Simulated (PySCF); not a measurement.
## Geometry relaxation of C5H6N2Si

- system: C5H6N2Si, SMILES C#Cc1nccn1[SiH3]
- method: PBE0-D3(BJ)/def2-SVP geometry optimisation, gas phase (PySCF 2.14.0)

It belongs to a series of runs on one base structure; here: constitutional isomer.

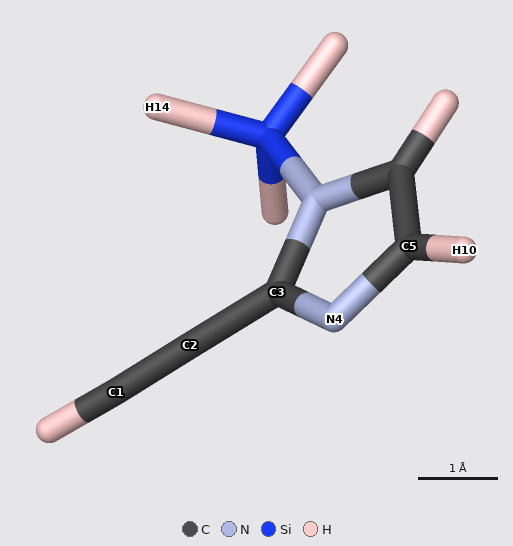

The starting structure (stick view, seen at a tilt; atoms are numbered from 1 in the order of the input).

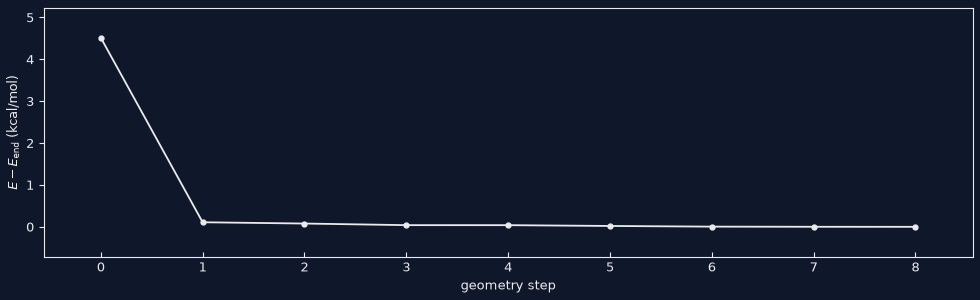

Progress of the relaxation, step by step (steps are counted from 0).

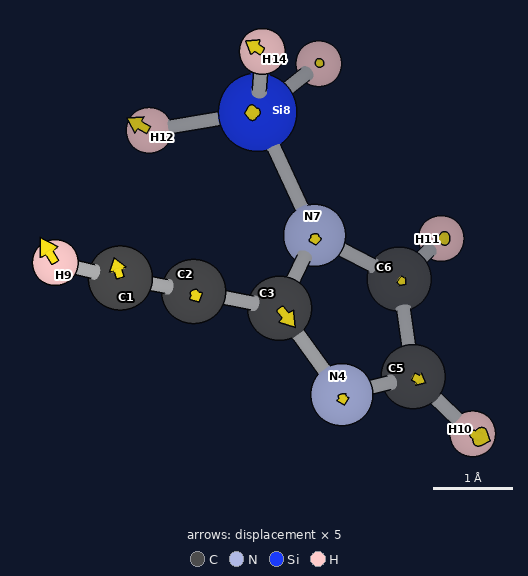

The starting structure with the displacements as yellow arrows, magnified 5 times (ball-and-stick view, seen at a tilt). The two geometries are laid on each other by the best rigid fit. The atom that moves furthest after the best rigid fit is H9 (0.079 Å). Largest moves by element: H 0.079 Å, C 0.067 Å, Si 0.049 Å, N 0.031 Å. Among the contacts that change: Si8–H13 1.447 → 1.488 Å, C3–N4 1.355 → 1.316 Å, N7–Si8 1.752 → 1.787 Å, N4–C5 1.328 → 1.360 Å. Among the angles that change: C2–C3–N7 123.4° → 120.7°, C1–C2–C3 179.4° → 177.2°, N7–Si8–H12 107.3° → 109.5°. The energy falls by 4.52 kcal/mol in 8 geometry steps. Largest force component: 2.5 eV/Å at the start, 0.019 eV/Å at the end. (Atoms are counted from 1 in the order of the input.)

These pictures come from the run below.

The input
```
{"job": {"xc": "PBE0", "basis": "def2-SVP", "d3": "d3bj", "grid": 1, "shake": 0.01, "kind": "geom"}, "charge": 0, "multiplicity": 1}
C     -2.029430    -2.178860     0.381350
C     -1.003850    -1.596260     0.225940
C      0.204280    -0.926160     0.044040
N      1.435490    -1.486960    -0.023020
C      2.283940    -0.480700    -0.201530
C      1.622990     0.722550    -0.223390
N      0.301770     0.444560    -0.065050
Si    -1.040310     1.570760    -0.028840
H     -2.960250    -2.655570     0.527040
H      3.333980    -0.672580    -0.270530
H      1.970840     1.718750    -0.330250
H     -1.933560     1.217030    -1.126190
H     -0.474380     2.891530    -0.201370
H     -1.718660     1.416840     1.284040
```

The first line tells a small driver script what to run in PySCF; the rest is the geometry in Å.

Run as:
```bash
OMP_NUM_THREADS=1 python <driver script> task.json out
```

Output
```
step   0  E = -592.29036735  max force = 0.049437
step   1  E = -592.29738973  max force = 0.004602
step   2  E = -592.29743877  max force = 0.002804
step   3  E = -592.29749974  max force = 0.002607
step   4  E = -592.29750046  max force = 0.002461
step   5  E = -592.29753088  max force = 0.002096
step   6  E = -592.29755647  max force = 0.000559
step   7  E = -592.29756208  max force = 0.000536
step   8  E = -592.29756390  max force = 0.000364
optimisation converged
```

Trajectory as extended XYZ (Å, eV, eV/Å), 9 frames, from step=0 to step=8
```
14
Properties=species:S:1:pos:R:3:forces:R:3 step=0 energy=-16117.04182
C    -2.0294   -2.1789    0.3814   -1.8447  -0.8331   0.2739
C    -1.0038   -1.5963    0.2259    1.5677   0.7829  -0.2406
C     0.2043   -0.9262    0.0440    2.5422  -0.1078  -0.0878
N     1.4355   -1.4870   -0.0230   -2.2741  -0.5546   0.1024
C     2.2839   -0.4807   -0.2015    0.1502   0.5176   0.1144
C     1.6230    0.7226   -0.2234    0.1401  -0.3608  -0.0035
N     0.3018    0.4446   -0.0650    0.0015  -0.6073  -0.0322
Si   -1.0403    1.5708   -0.0288   -0.6610  -0.2692   0.4938
H    -2.9602   -2.6556    0.5270   -0.6431  -0.4241   0.0965
H     3.3340   -0.6726   -0.2705    0.8063   0.0440  -0.1245
H     1.9708    1.7188   -0.3302    0.3923   1.0087  -0.1248
H    -1.9336    1.2170   -1.1262   -0.4305  -0.0375  -0.4104
H    -0.4744    2.8915   -0.2014    0.3325   0.7385  -0.0746
H    -1.7187    1.4168    1.2840   -0.0793   0.1027   0.0174
14
Properties=species:S:1:pos:R:3:forces:R:3 step=1 energy=-16117.23291
C    -2.5241   -2.0282    0.7956   -0.0697   0.0556   0.0174
C    -1.4707   -1.4515    0.6254    0.1141  -0.0017  -0.0136
C    -0.2424   -0.7615    0.4241   -0.0376  -0.1345  -0.1218
N     0.9473   -1.3109    0.2916    0.0859   0.2366   0.0842
C     1.8068   -0.2646    0.1150   -0.0688  -0.1704   0.0259
C     1.1237    0.9277    0.1277    0.0138   0.1652  -0.0003
N    -0.2037    0.6155    0.3238    0.0618  -0.0299   0.0297
Si   -1.6025    1.7237    0.3818   -0.0104   0.1055  -0.0252
H    -3.4580   -2.5364    0.9504    0.0061  -0.0161  -0.0046
H     2.8804   -0.4154   -0.0037   -0.0559  -0.0110  -0.0251
H     1.4680    1.9574    0.0220   -0.0582  -0.1047   0.0015
H    -2.5434    1.4006   -0.7239    0.0172  -0.0125   0.0029
H    -1.0183    3.0837    0.2014   -0.0116  -0.0548   0.0067
H    -2.2873    1.6146    1.6960    0.0131  -0.0275   0.0221
14
Properties=species:S:1:pos:R:3:forces:R:3 step=2 energy=-16117.23424
C    -2.5338   -2.0032    0.7909   -0.0341   0.0544   0.0032
C    -1.4693   -1.4467    0.6199    0.0868  -0.0995   0.0095
C    -0.2354   -0.7697    0.4186    0.0461   0.1230   0.1145
N     0.9622   -1.3049    0.3160    0.0487   0.0209  -0.1442
C     1.8107   -0.2571    0.1196    0.0685  -0.1136   0.0834
C     1.1247    0.9343    0.1221   -0.0904  -0.1082   0.0324
N    -0.1978    0.6075    0.3213   -0.0969   0.1268  -0.1008
Si   -1.6028    1.7075    0.3845   -0.0273   0.0262   0.0066
H    -3.4754   -2.4973    0.9452    0.0041  -0.0102  -0.0042
H     2.8821   -0.4067   -0.0070    0.0064  -0.0075   0.0031
H     1.4575    1.9633    0.0052   -0.0145  -0.0088  -0.0031
H    -2.5412    1.3780   -0.7208   -0.0008   0.0025  -0.0010
H    -1.0271    3.0686    0.2090   -0.0002  -0.0015   0.0008
H    -2.2785    1.5811    1.7028    0.0037  -0.0046  -0.0001
14
Properties=species:S:1:pos:R:3:forces:R:3 step=3 energy=-16117.23590
C    -2.5286   -2.0033    0.7936   -0.0209   0.0470   0.0015
C    -1.4626   -1.4501    0.6200    0.0165  -0.0934  -0.0004
C    -0.2337   -0.7670    0.4152   -0.0436  -0.0035   0.0893
N     0.9633   -1.3032    0.3095   -0.0212  -0.0802  -0.0399
C     1.8158   -0.2599    0.1240   -0.1340   0.0256   0.0174
C     1.1210    0.9276    0.1234    0.0460   0.1138   0.0115
N    -0.2039    0.6107    0.3171    0.1161  -0.0648  -0.0877
Si   -1.6078    1.7130    0.3823   -0.0123  -0.0185   0.0252
H    -3.4700   -2.4976    0.9490    0.0061  -0.0090  -0.0020
H     2.8867   -0.4094   -0.0026    0.0172   0.0076   0.0067
H     1.4519    1.9555    0.0061    0.0243   0.0545  -0.0074
H    -2.5456    1.3869   -0.7242   -0.0019   0.0022  -0.0015
H    -1.0300    3.0725    0.2122    0.0064   0.0170  -0.0026
H    -2.2808    1.5790    1.7016    0.0014   0.0017  -0.0101
14
Properties=species:S:1:pos:R:3:forces:R:3 step=4 energy=-16117.23592
C    -2.5272   -2.0044    0.7986   -0.0135   0.0352   0.0047
C    -1.4595   -1.4551    0.6233   -0.0114  -0.0251  -0.0213
C    -0.2332   -0.7675    0.4159   -0.0958   0.0143  -0.0838
N     0.9604   -1.3067    0.2936    0.0265   0.0634   0.1265
C     1.8099   -0.2584    0.1254    0.1093   0.0200  -0.0961
C     1.1226    0.9341    0.1261   -0.0162  -0.0923   0.0207
N    -0.2019    0.6107    0.3121   -0.0262  -0.0194   0.0388
Si   -1.6075    1.7116    0.3791   -0.0005  -0.0194   0.0252
H    -3.4689   -2.4980    0.9547    0.0060  -0.0100   0.0004
H     2.8815   -0.4083    0.0027    0.0164   0.0089  -0.0044
H     1.4555    1.9630    0.0143    0.0086   0.0110  -0.0033
H    -2.5446    1.3880   -0.7288   -0.0008   0.0017  -0.0015
H    -1.0306    3.0726    0.2129    0.0024   0.0079  -0.0024
H    -2.2808    1.5733    1.6974   -0.0048   0.0038  -0.0035
14
Properties=species:S:1:pos:R:3:forces:R:3 step=5 energy=-16117.23675
C    -2.5300   -2.0004    0.7981   -0.0138   0.0314   0.0039
C    -1.4605   -1.4545    0.6228    0.0196  -0.0370  -0.0198
C    -0.2327   -0.7691    0.4159   -0.0052   0.0195  -0.0766
N     0.9635   -1.3047    0.2954    0.0110   0.0006   0.1078
C     1.8141   -0.2569    0.1246   -0.0029  -0.0051  -0.0642
C     1.1227    0.9329    0.1258   -0.0111  -0.0221   0.0126
N    -0.2017    0.6085    0.3124   -0.0040   0.0144   0.0249
Si   -1.6080    1.7084    0.3798    0.0014  -0.0087   0.0201
H    -3.4728   -2.4918    0.9543    0.0044  -0.0085   0.0000
H     2.8862   -0.4048    0.0016    0.0017   0.0031  -0.0015
H     1.4537    1.9626    0.0136    0.0023   0.0043  -0.0024
H    -2.5451    1.3844   -0.7281   -0.0002   0.0013  -0.0013
H    -1.0320    3.0700    0.2134    0.0003   0.0044  -0.0016
H    -2.2816    1.5702    1.6979   -0.0034   0.0024  -0.0020
14
Properties=species:S:1:pos:R:3:forces:R:3 step=6 energy=-16117.23745
C    -2.5291   -2.0005    0.7942   -0.0139   0.0201   0.0007
C    -1.4583   -1.4570    0.6203    0.0079  -0.0121  -0.0006
C    -0.2317   -0.7686    0.4164   -0.0123  -0.0236   0.0288
N     0.9659   -1.3042    0.3090   -0.0155   0.0228  -0.0203
C     1.8144   -0.2570    0.1242    0.0022   0.0058   0.0143
C     1.1217    0.9319    0.1231    0.0116   0.0266  -0.0042
N    -0.2025    0.6091    0.3126    0.0160  -0.0257  -0.0257
Si   -1.6092    1.7087    0.3818    0.0029  -0.0024   0.0081
H    -3.4718   -2.4925    0.9491    0.0035  -0.0071  -0.0013
H     2.8868   -0.4038    0.0008   -0.0024   0.0038   0.0034
H     1.4524    1.9616    0.0063    0.0000  -0.0053  -0.0026
H    -2.5477    1.3844   -0.7248    0.0003   0.0003  -0.0007
H    -1.0336    3.0707    0.2135   -0.0004  -0.0019   0.0002
H    -2.2819    1.5721    1.7005    0.0001  -0.0011  -0.0002
14
Properties=species:S:1:pos:R:3:forces:R:3 step=7 energy=-16117.23760
C    -2.5304   -1.9963    0.7930   -0.0070   0.0132  -0.0003
C    -1.4570   -1.4574    0.6200    0.0078  -0.0169   0.0008
C    -0.2298   -0.7701    0.4168    0.0071   0.0075   0.0152
N     0.9691   -1.3027    0.3105   -0.0043  -0.0085  -0.0028
C     1.8162   -0.2545    0.1261   -0.0017   0.0032  -0.0017
C     1.1214    0.9332    0.1206    0.0012   0.0011   0.0129
N    -0.2019    0.6073    0.3105   -0.0063   0.0043  -0.0275
Si   -1.6101    1.7048    0.3826    0.0016  -0.0036   0.0058
H    -3.4741   -2.4866    0.9467    0.0022  -0.0045  -0.0007
H     2.8889   -0.3995    0.0050    0.0001   0.0008   0.0004
H     1.4500    1.9631    0.0018    0.0009   0.0015  -0.0010
H    -2.5498    1.3800   -0.7228   -0.0007   0.0011  -0.0006
H    -1.0367    3.0675    0.2143   -0.0003   0.0009   0.0000
H    -2.2803    1.5659    1.7023   -0.0004   0.0000  -0.0006
14
Properties=species:S:1:pos:R:3:forces:R:3 step=8 energy=-16117.23765
C    -2.5300   -1.9940    0.7927   -0.0012   0.0030  -0.0007
C    -1.4544   -1.4592    0.6204    0.0029  -0.0083   0.0007
C    -0.2277   -0.7709    0.4177    0.0099   0.0145  -0.0073
N     0.9722   -1.3012    0.3123   -0.0003  -0.0187   0.0036
C     1.8176   -0.2518    0.1271   -0.0012   0.0076   0.0056
C     1.1209    0.9348    0.1204   -0.0028  -0.0097  -0.0035
N    -0.2022    0.6064    0.3074   -0.0098   0.0109  -0.0013
Si   -1.6119    1.7017    0.3820    0.0016  -0.0025   0.0054
H    -3.4742   -2.4838    0.9452    0.0015  -0.0012   0.0000
H     2.8907   -0.3951    0.0069    0.0012  -0.0006   0.0009
H     1.4479    1.9651    0.0009    0.0003   0.0027  -0.0021
H    -2.5522    1.3777   -0.7231   -0.0002   0.0003  -0.0005
H    -1.0403    3.0653    0.2154   -0.0005   0.0013  -0.0003
H    -2.2806    1.5598    1.7021   -0.0013   0.0006  -0.0004
```

Results in brief

```csv
quantity,value
outcome,converged
total energy,−592.297564 hartree
dipole moment,3.59 D
point group,Cs
hardware,"1 CPU thread, shared host"
wall time,69 s
peak memory,0.58 GiB
```
